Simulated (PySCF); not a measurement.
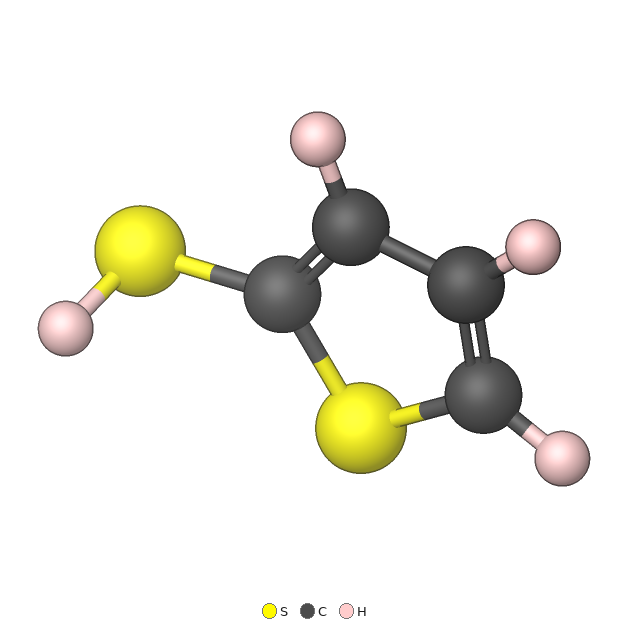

Ball-and-stick drawing of a structure. Multiple sticks mark multiple bonds (one Kekulé form).

Which formula does it have?

Answer. C4H4S2, 10 atoms: 4 carbon, 4 hydrogen and 2 sulfur.

Name functional groups in it.

Answer. Among them: thiol.

The parts below concern this one geometry. Atoms keep their numbers from picture to picture. Computed geometry: PBE0-D3(BJ)/def2-SVP optimisation. No frequency run is at hand to confirm it as a minimum.

**Symmetry**

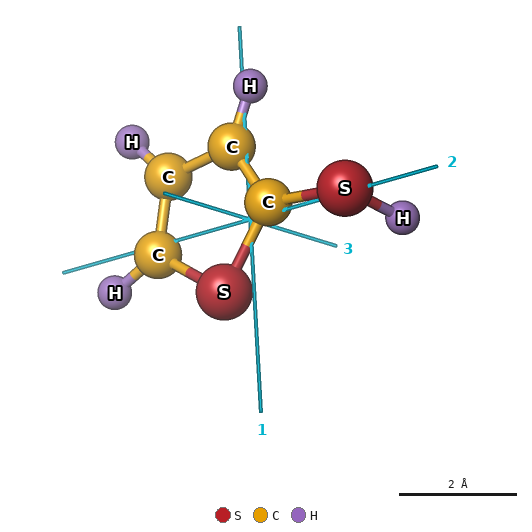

The three principal axes of inertia are drawn and numbered. Depth is shown by fading: the farther an atom, the more it takes the colour of the background. No frequency run is at hand to confirm it as a minimum. Masses are those of the most abundant isotopes; constants are for the rigid equilibrium geometry.

Which line is the a axis (least moment of inertia), which b and which c?

Answer. a is line 2, b is line 1, c is line 3; the moments are 95.0, 273, 365 u Å².

Classify the rotor and give the rotational constants (cm⁻¹).

Answer. An asymmetric top (C1): A = 0.177, B = 0.0617, C = 0.0462 cm⁻¹. Ray's parameter κ is −0.76, nearer the prolate limit.

**Ring current**

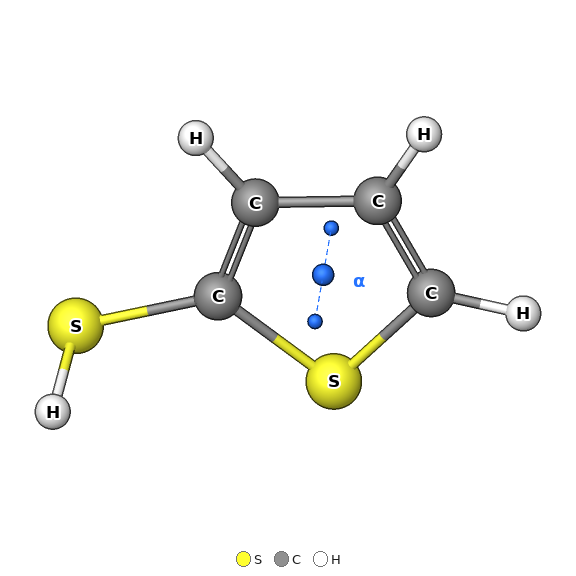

The small points mark where nucleus-independent chemical shifts (NICS) were computed: at the centre of each lettered ring and 1 Å above and below it. No frequency run is at hand to confirm it as a minimum. Method: GIAO PBE0/pcSseg-1 NMR shielding, non-relativistic, gas phase (PySCF 2.14.0).

Give NICS(0), NICS(1) and the out-of-plane component NICS(1)zz for each ring (means of the two sides).

```tsv
ring	members	NICS(0)	NICS(1)	NICS(1)zz
α	C4S	−12.6	−11.2	−26.0
```

Values in ppm.

What do the values say about the ring currents?

Answer. Ring α: diatropic, as in an aromatic ring. NICS is one index among several.

**Electronic properties**

No frequency run is at hand to confirm it as a minimum. Method: PBE0/pcSseg-1, gas phase (PySCF 2.14.0).

Give the HOMO energy (Kohn–Sham orbital) at this level.

Answer. −6.93 eV.

Give the LUMO energy (Kohn–Sham orbital) at this level.

Answer. −0.93 eV.

What is the dipole moment?

Answer. 1.54 D.

**NMR shielding**

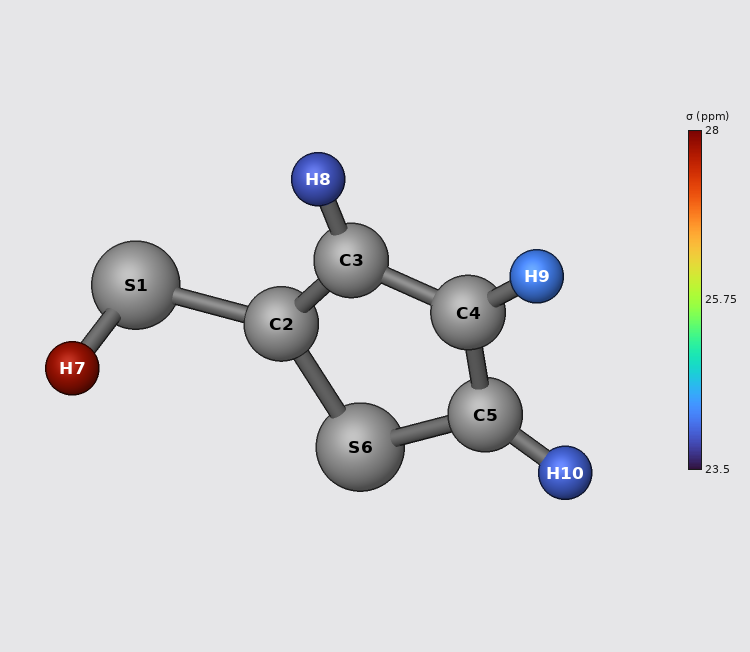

Atoms are coloured by their isotropic NMR shieldings (H only, the others grey). No frequency run is at hand to confirm it as a minimum. Level of theory: GIAO PBE0/pcSseg-1 NMR shielding, non-relativistic, gas phase (PySCF 2.14.0).

Give the isotropic NMR shieldings of the H atoms atom by atom.

```tsv
atom	σ (ppm)
H7	27.77
H8	23.95
H9	24.24
H10	24.04
```
